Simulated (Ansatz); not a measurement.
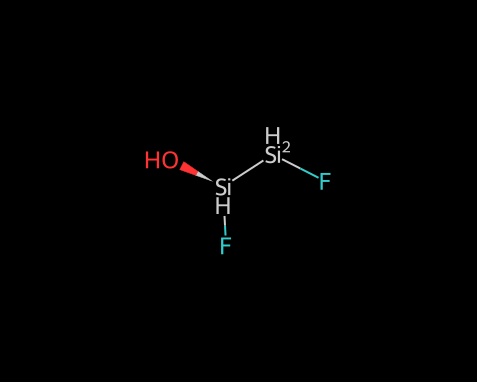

The drawing above gives the connectivity. The computed structure is the end point of a PBE0-D4/def2-TZVP optimisation.

What does the molecule look like in three dimensions?

It has 9 atoms: 2 fluorine, 4 hydrogen, 1 oxygen and 2 silicon (F2H4OSi2). As SMILES it reads `O[Si@H](F)[SiH2]F`. It has no ring. Among its groups: Si–H bond, Si–O bond. This geometry has C1 symmetry. Coordination: 1 O bent; 2 Si tetrahedral.

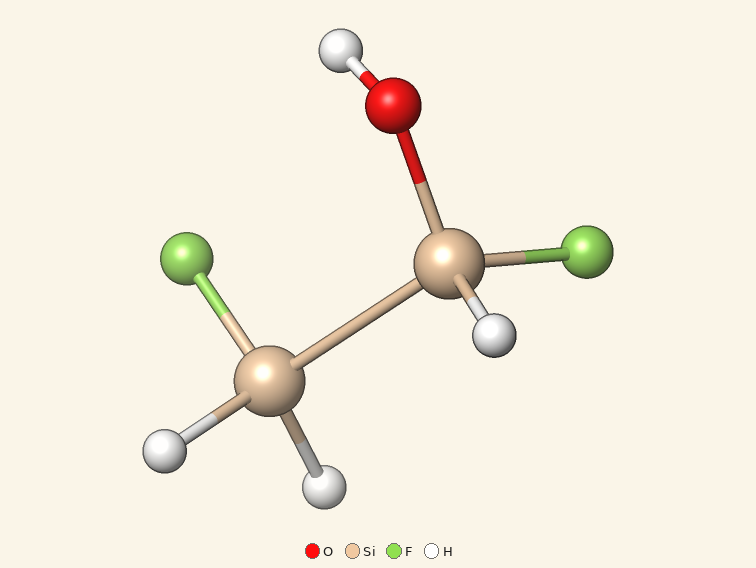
